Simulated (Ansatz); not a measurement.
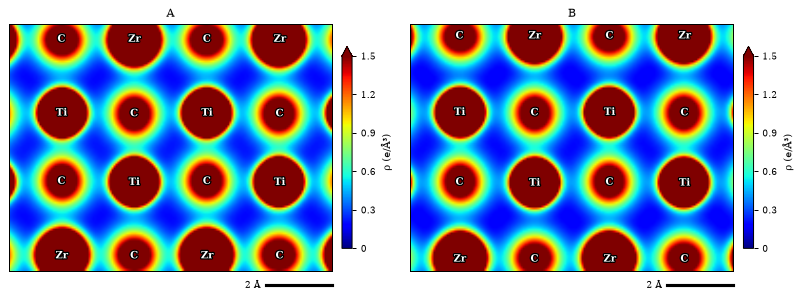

ZrTi$_{2}$C$_{3}$. The valence electron density of two cells that differ in size, on the (001) plane of each (indices in the axes of the calculation cell), at one length scale and on one colour scale; one has 10.6 and the other 11.6 Å³ an atom.

Space group I4/mmm; a structure generated by program, which may or may not match a known phase; computed without spin polarisation.

Method: Ansatz 0.2.0, DFT PBE, scalar-relativistic, plane waves, PAW.

The density is the valence pseudo-density of a PAW calculation; it isn't the true density close to the nuclei.

**Which panel shows the smaller cell, and what does the compression change?**

Panel A is the smaller cell, by 9 % in volume. From the larger cell to the smaller, Ti–C goes from 2.12 to 2.07 Å, and the density at its midpoint from 0.58 to 0.62 e/Å³; Zr–C goes from 2.27 to 2.20 Å, and the density at its midpoint from 0.53 to 0.61 e/Å³; the pressure goes from −6 to 16 GPa.
